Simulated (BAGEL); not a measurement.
# NClO (nitrosyl chloride): RI-MP2/cc-pVTZ (density fitting with cc-pvqz-jkfit)

What is the energy change on altering one bond length of NClO (nitrosyl chloride) at RI-MP2/cc-pVTZ (density fitting with cc-pvqz-jkfit)? 

Program for the calculation: BAGEL 1.2.2.

7 further runs of the same task are left out: 3 that didn't finish, 4 set aside as unsound or not needed.

### 1 The system as given

NClO has 3 atoms, charge 0, and is taken as a singlet. SMILES: `O=NCl`. Geometry: relaxed at PBE0-D4/def2-TZVP.

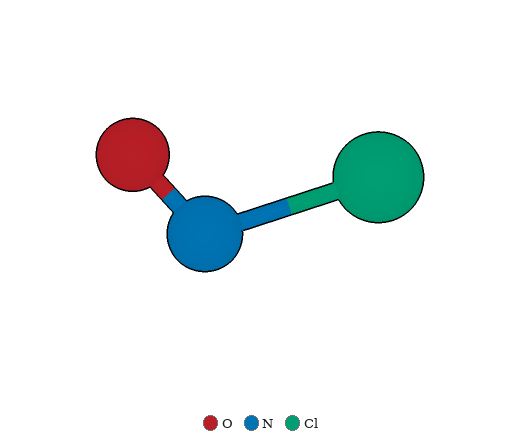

The structure, seen from a chosen angle (oxygen red, nitrogen blue, chlorine teal).

### 2 A single-point energy at RI-MP2/cc-pVTZ (density fitting with cc-pvqz-jkfit)

job.json

```json
{ "bagel": [

{
  "title": "molecule",
  "basis": "cc-pvtz.json",
  "df_basis": "cc-pvqz-jkfit",
  "angstrom": "true",
  "geometry": [
    { "atom": "O", "xyz": [       1.000080,      -0.338330,       0.513880 ] },
    { "atom": "N", "xyz": [       0.052050,      -0.599550,      -0.035840 ] },
    { "atom": "Cl", "xyz": [      -1.052130,       0.937900,      -0.478040 ] }
  ]
},

{ "title": "hf" },

{ "title": "mp2", "ncore": 7 }

]}
```

The basis set cc-pVTZ is read from a file made from the Basis Set Exchange's data (not shown).

Run with:

```bash
BAGEL_NUM_THREADS=1 BAGEL job.json > job.out
```

Log:

```text
* using 1 threads per process

  ===============================================================
  ===============================================================

  *** Geometry ***

  { "atom" : "O", "xyz" : [      1.889877,     -0.639351,      0.971092 ] },
  { "atom" : "N", "xyz" : [      0.098360,     -1.132985,     -0.067728 ] },
  { "atom" : "Cl", "xyz" : [     -1.988238,      1.772374,     -0.903365 ] },

  Number of auxiliary basis functions:      360

  Since a DF basis is specified, we compute 2- and 3-index integrals:
    o Being stored without compression. Storage requirement is 0.025 GB

  Number of basis functions:       94
  Number of electrons      :       32

    * METHOD: MOLECULE                             0.13

  *** RHF ***

  === Nuclear Repulsion ===
    86.2494624624

      * DIIS with orbital gradients will be used.

  === RHF iteration (cc-pvtz.json) ===
      0       -588.67005186          0.01691045           0.04
      1       -588.70292473          0.01510201           0.04
      2       -588.76568091          0.00181781           0.04
      3       -588.76797648          0.00084947           0.04
      4       -588.76896610          0.00053301           0.04
      5       -588.76935965          0.00018846           0.04
      6       -588.76942873          0.00006149           0.04
      7       -588.76943274          0.00002703           0.04
      8       -588.76943311          0.00001747           0.04
      9       -588.76943322          0.00000683           0.04
     10       -588.76943325          0.00000359           0.04
     11       -588.76943326          0.00000122           0.03
     12       -588.76943326          0.00000035           0.04
     13       -588.76943326          0.00000014           0.04
     14       -588.76943326          0.00000007           0.04
     15       -588.76943326          0.00000004           0.04
     16       -588.76943326          0.00000001           0.04
     17       -588.76943326          0.00000001           0.04
    * SCF iteration converged.

    * Permanent dipole moment:
           (   -0.485272,     0.536261,    -0.209335) a.u.

    * METHOD: HF                                   0.77

  *** RHF ***

  === Nuclear Repulsion ===
    86.2494624624

      * DIIS with orbital gradients will be used.

  === RHF iteration (cc-pvtz.json) ===
      0       -588.76943326          0.00000000           0.03
    * SCF iteration converged.

    * Permanent dipole moment:
           (   -0.485271,     0.536261,    -0.209335) a.u.

  === DF-MP2 calculation ===

    * freezing 7 orbitals
    * 3-index integral transformation done
    * assembly done

      MP2 correlation energy:   -0.6312123261      0.02

      MP2 total energy:       -589.4006455879

    * METHOD: MP2                                  0.10

  ===============================================================
```

Wall time 1.1 s (1 thread of Arm Neoverse V1, shared host).

### 3 The distorted shape at the same level

input.json

```json
{ "bagel" : [

{
  "title" : "molecule",
  "basis" : "cc-pvtz.json",
  "df_basis" : "cc-pvqz-jkfit",
  "angstrom" : "true",
  "geometry" : [
    { "atom" : "O", "xyz" : [    2.325071,   -2.183235,    1.044510 ] },
    { "atom" : "N", "xyz" : [    1.377041,   -2.444455,    0.494790 ] },
    { "atom" : "Cl", "xyz" : [   -1.052130,    0.937900,   -0.478040 ] }
  ]
},
{
  "title" : "hf"
},
{
  "title" : "mp2",
  "ncore" : 7
}

]}
```

The basis set cc-pVTZ is read from a file made from the Basis Set Exchange's data (not shown).

Run with:

```bash
BAGEL_NUM_THREADS=1 BAGEL input.json > input.out
```

Log:

```text
* using 1 threads per process

  ===============================================================
  ===============================================================

  *** Geometry ***

  { "atom" : "O", "xyz" : [      4.393747,     -4.125716,      1.973838 ] },
  { "atom" : "N", "xyz" : [      2.602230,     -4.619350,      0.935018 ] },
  { "atom" : "Cl", "xyz" : [     -1.988238,      1.772374,     -0.903365 ] },

  Number of auxiliary basis functions:      360

  Since a DF basis is specified, we compute 2- and 3-index integrals:
    o Being stored without compression. Storage requirement is 0.025 GB

  Number of basis functions:       94
  Number of electrons      :       32

    * METHOD: MOLECULE                             0.13

  *** RHF ***

  === Nuclear Repulsion ===
    55.8866607589

      * DIIS with orbital gradients will be used.

  === RHF iteration (cc-pvtz.json) ===
      0       -588.49489908          0.01703276           0.04
      1       -584.18153240          0.04306984           0.04
      2       -588.52547120          0.01262916           0.04
      3       -588.57305263          0.00866198           0.03
      4       -588.60334069          0.00523533           0.04
      5       -588.62544437          0.00115614           0.03
      6       -588.62939981          0.00080958           0.04
      7       -588.63345043          0.00109106           0.04
      8       -588.63569984          0.00078083           0.04
      9       -588.63698015          0.00051911           0.04
     10       -588.63737899          0.00017926           0.04
     11       -588.63740322          0.00006792           0.04
     12       -588.63742128          0.00001915           0.03
     13       -588.63742169          0.00001070           0.03
     14       -588.63742201          0.00000520           0.03
     15       -588.63742213          0.00000336           0.03
     16       -588.63742218          0.00000266           0.03
     17       -588.63742225          0.00000216           0.04
     18       -588.63742229          0.00000204           0.04
     19       -588.63742235          0.00000130           0.04
     20       -588.63742239          0.00000066           0.04
     21       -588.63742240          0.00000031           0.04
     22       -588.63742240          0.00000015           0.04
     23       -588.63742240          0.00000011           0.03
     24       -588.63742240          0.00000007           0.04
     25       -588.63742240          0.00000005           0.03
     26       -588.63742240          0.00000004           0.03
     27       -588.63742240          0.00000003           0.03
     28       -588.63742240          0.00000003           0.03
     29       -588.63742240          0.00000002           0.03
     30       -588.63742240          0.00000002           0.03
     31       -588.63742240          0.00000001           0.03
    * SCF iteration converged.

    * Permanent dipole moment:
           (   -3.617135,     4.291059,    -1.528748) a.u.

    * METHOD: HF                                   1.24

  *** RHF ***

  === Nuclear Repulsion ===
    55.8866607589

      * DIIS with orbital gradients will be used.

  === RHF iteration (cc-pvtz.json) ===
      0       -588.63742240          0.00000001           0.03
    * SCF iteration converged.

    * Permanent dipole moment:
           (   -3.617135,     4.291059,    -1.528748) a.u.

  === DF-MP2 calculation ===

    * freezing 7 orbitals
    * 3-index integral transformation done
    * assembly done

      MP2 correlation energy:   -0.6696703980      0.02

      MP2 total energy:       -589.3070927975

    * METHOD: MP2                                  0.10

  ===============================================================
```

Run time: 1.6 s. Hardware: 1 thread of Arm Neoverse V1, shared host.

### 4 Results

At RI-MP2/cc-pVTZ (density fitting with cc-pvqz-jkfit), 7 core orbitals frozen:

| quantity | value |
| --- | --- |
| first shape: total energy | -589.40065 Eh |
| first shape: correlation energy (7 core orbitals frozen) | -631.2 mEh |
| distorted shape: total energy | -589.30709 Eh |
| distorted shape: correlation energy (7 core orbitals frozen) | -669.7 mEh |
| energy change with the N2–Cl3 bond stretched from 1.944 to 4.276 Å | 2.546 eV |

One bond (distorted shape) is far stretched, which a spin-restricted single reference describes badly; perturbation theory on it can break down and give far too much correlation. With the N2–Cl3 bond stretched from 1.944 to 4.276 Å the energy rises by 2.55 eV (59 kcal/mol). The first shape isn't relaxed at this level, so the change isn't measured from a minimum. A restricted reference can't describe the breaking bond well at this length.
